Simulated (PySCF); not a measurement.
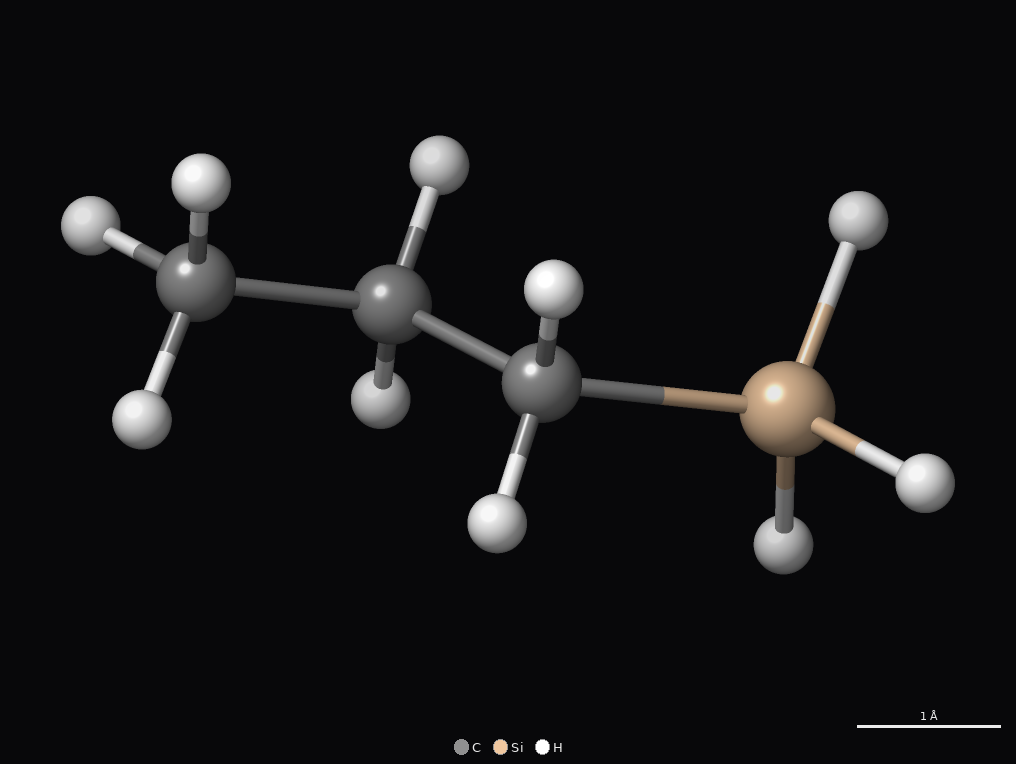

A ball-and-stick model of a molecule.

Describe the molecule.

It has 14 atoms: 3 carbon, 10 hydrogen and 1 silicon (C₃H₁₀Si). As SMILES it reads `CCC[SiH3]`. It has no ring. Among its groups: Si–H bond. Coordination: 3 C tetrahedral; 1 Si tetrahedral.

More results for the same structure follow; atom numbers are the same in all pictures, views and colours differ. The geometry was computed by an optimisation with PBE0-D3(BJ)/def2-SVP. No frequency run is at hand to confirm it as a minimum.

Geometry

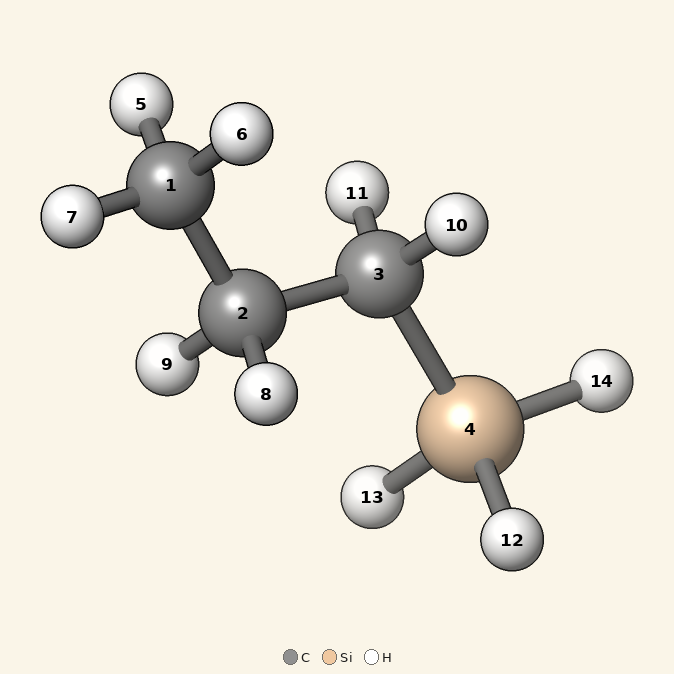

No frequency run is at hand to confirm it as a minimum.

Which atoms are bonded, and how long are the bonds?

| bond | length (Å) | order |
| --- | --- | --- |
| C1–C2 | 1.522 | single |
| C1–H5 | 1.102 | single |
| C1–H6 | 1.102 | single |
| C1–H7 | 1.101 | single |
| C2–C3 | 1.528 | single |
| C2–H8 | 1.104 | single |
| C2–H9 | 1.104 | single |
| C3–Si4 | 1.886 | single |
| C3–H10 | 1.105 | single |
| C3–H11 | 1.105 | single |
| Si4–H12 | 1.497 | single |
| Si4–H13 | 1.497 | single |
| Si4–H14 | 1.496 | single |

Electronic properties

No frequency run is at hand to confirm it as a minimum. Properties computed with ωB97X-D/pcSseg-2, gas phase (PySCF 2.14.0).

**What is the dipole moment?**

0.86 D.

**Give the HOMO energy (Kohn–Sham orbital) at this level.**

−10.36 eV.

**What is the LUMO energy (Kohn–Sham orbital)?**

2.08 eV.

Charges

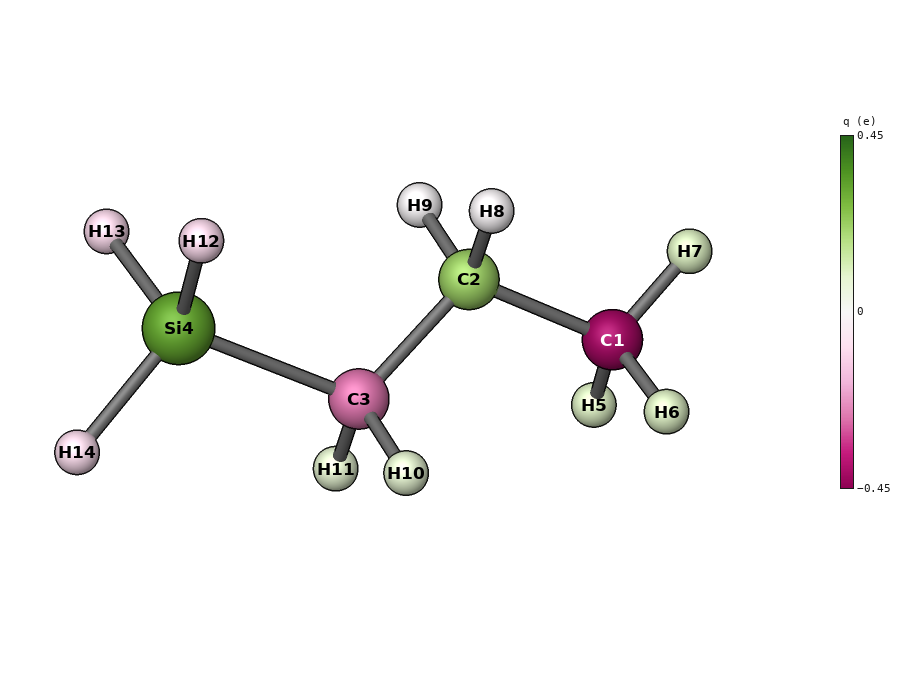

Atoms are coloured by their ESP-fitted charges. No frequency run is at hand to confirm it as a minimum. Level of theory: PBE0/6-31G, gas phase (PySCF 2.14.0).

**Which atom carries the highest charge (most positive or least negative)?**

Si4 (0.31 e).

**And the lowest?**

C1 (−0.41 e).

List the ESP-fitted charges.

```csv
atom,value (e)
C1,−0.41
C2,0.22
C3,−0.27
Si4,0.31
H5,0.10
H6,0.10
H7,0.10
H8,−0.01
H9,−0.01
H10,0.08
H11,0.08
H12,−0.10
H13,−0.10
H14,−0.09
```

NMR shielding

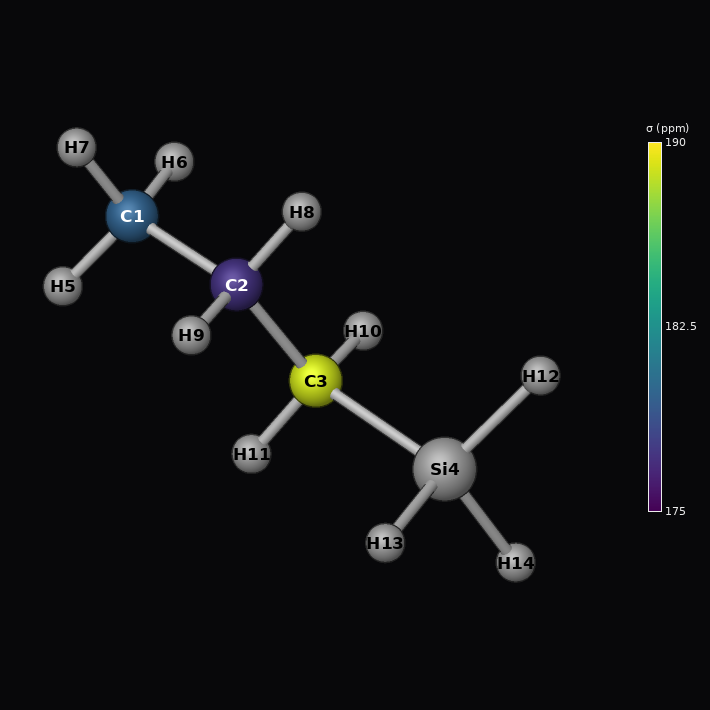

Atoms are coloured by their isotropic NMR shieldings (C only, the others grey). No frequency run is at hand to confirm it as a minimum. Method: GIAO PBE0/6-31G NMR shielding, non-relativistic, gas phase (PySCF 2.14.0).

Give the isotropic NMR shieldings of the C atoms atom by atom.

| atom | σ (ppm) |
| --- | --- |
| C1 | 179.7 |
| C2 | 177.3 |
| C3 | 188.9 |
